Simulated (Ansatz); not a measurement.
A series of calculations on AlH5O3

### Relaxation

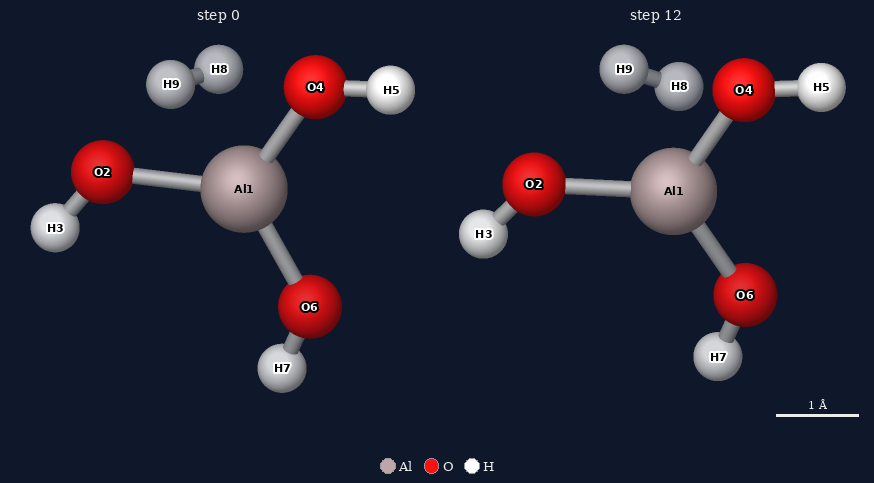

The structure of AlH$_{5}$O$_{3}$ before (left) and after (right) a relaxation, at one scale.

The picture is a ball-and-stick view, seen at a tilt.

The run prepares an end point of a later path (reaction) calculation, from a guessed geometry.

These are results of RHF/cc-pVDZ (Ansatz), not measurements. (no spin polarisation; force threshold 0.03 eV/Å; at most 50 steps)

Summarise the run.

Answer. The energy falls by 3.04 kcal/mol in 12 geometry steps. The largest force component goes from 1.2 to 0.025 eV/Å. The forces were under the threshold at step 5, but the run went on from there. H9 moves most after the best rigid fit: 0.42 Å. By element the largest moves are H 0.42 Å, O 0.40 Å, Al 0.15 Å. Near-neighbour distances that change, for instance: Al1–O2 1.747 → 1.705 Å, H8–H9 0.714 → 0.749 Å. Bond angles that change, for instance: Al1–O2–H3 124.2° → 128.0°.

Limits of the set-up: the start holds two separate molecules, 2.2 Å apart at their closest, whose relative position is a soft coordinate and is computed without a dispersion correction; Hartree-Fock leaves out electron correlation.

### Relaxation

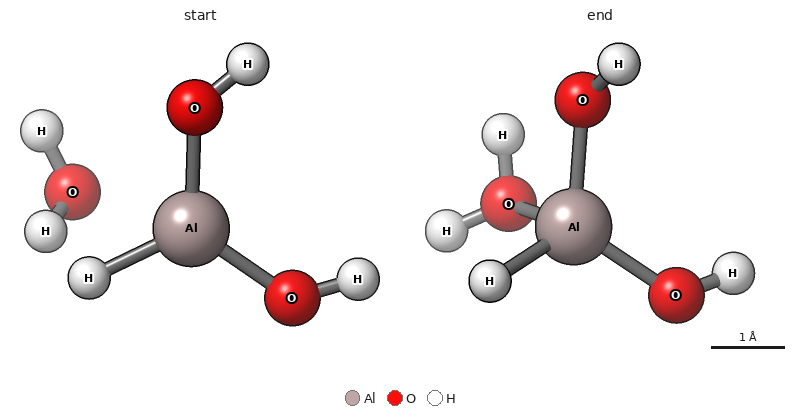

The structure of AlH5O3 before (left) and after (right) a relaxation, at one scale.

Style: ball-and-stick. Shown at a tilt.

The run prepares an end point of a later path (reaction) calculation, from a guessed geometry.

Computed with RHF/cc-pVDZ in Ansatz 0.2.0. Set-up: no spin polarisation; force threshold 0.03 eV/Å; at most 50 steps.

### Summarise the run.

The atom that moves furthest after the best rigid fit is an H atom (0.92 Å). Largest moves by element: H 0.92 Å, O 0.72 Å, Al 0.28 Å. Near-neighbour distances that change, for instance: Al–O 2.969 → 2.031 Å, Al–O 1.712 → 1.751 Å, H–O 0.973 → 0.949 Å, Al–H 1.563 → 1.584 Å. New bonds form, among them: Al–O (2.97 → 2.03 Å). Among the angles between lasting bonds that change: O–Al–H 119.0° → 114.7°, O–Al–O 123.6° → 119.6°, H–O–H 104.4° → 108.3°. Groups turn about Al–O by about 85°. The energy falls by 0.772 eV in 14 accepted moves (17 points after the start). Largest force component: 1.2 eV/Å at the start, 0.014 eV/Å at the end. The line search rejected the trial steps at points 8, 12, 16 of the run. Cost: 27 s on 1 thread of Arm Neoverse V1, with other jobs on the host, peak memory 0.15 GiB.

Limits of the set-up: Hartree-Fock leaves out electron correlation.

### Path

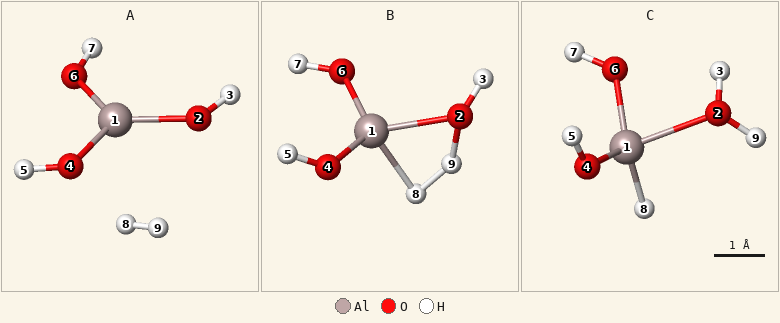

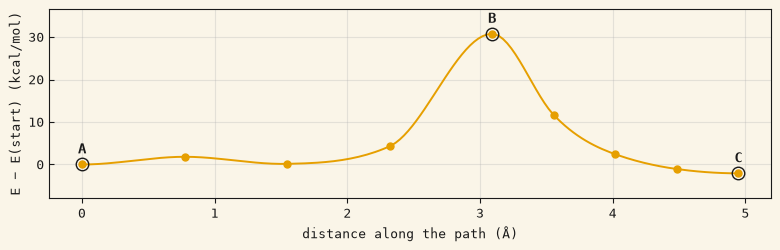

NEB run on AlH$_{5}$O$_{3}$, made up at the start of AlH$_{3}$O$_{3}$ and H2. Images are numbered from 0 (start) to 8 (end). Frames A to C are images 0, 4, 8. The picture is a ball-and-stick view, seen at a tilt.

All numbers below come from RHF/cc-pVDZ in Ansatz 0.2.0. Run with 7 movable images; climbing image; force threshold 0.05 eV/Å; iteration limit 60; starting path through a guess of the saddle point.

> What happens along the path, and what is the barrier?

The path has more than one stage, and so few images may leave a stage unresolved. Breaking: H8–H9 (0.75 → 1.03 at the top → 2.90 Å). Forming: Al1–H8 (2.95 → 1.79 at the top → 1.58 Å), O2–H9 (3.03 → 1.24 at the top → 0.95 Å). The highest point, image 4, lies 30.7 kcal/mol above the start and 32.8 kcal/mol above the end; the end is at −2.1 kcal/mol relative to the start. The profile has 2 maxima (images 1, 4) with a dip at image 2 (+0.1 kcal/mol), so the process runs in steps. The band converged in 30 iterations. The largest component of the band force went from 20 to 0.021 eV/Å. The climbing image converged on the top of the path. Its vibrational analysis gives one imaginary mode (1716i cm⁻¹), as a transition state must have.

Limits of the set-up: the start holds two separate molecules, 2.9 Å apart at their closest, whose relative position is a soft coordinate and is computed without a dispersion correction; Hartree-Fock leaves out electron correlation.

The run took 4.8 min on 1 thread of Arm Neoverse V1, on a shared host, peak memory 0.16 GiB.
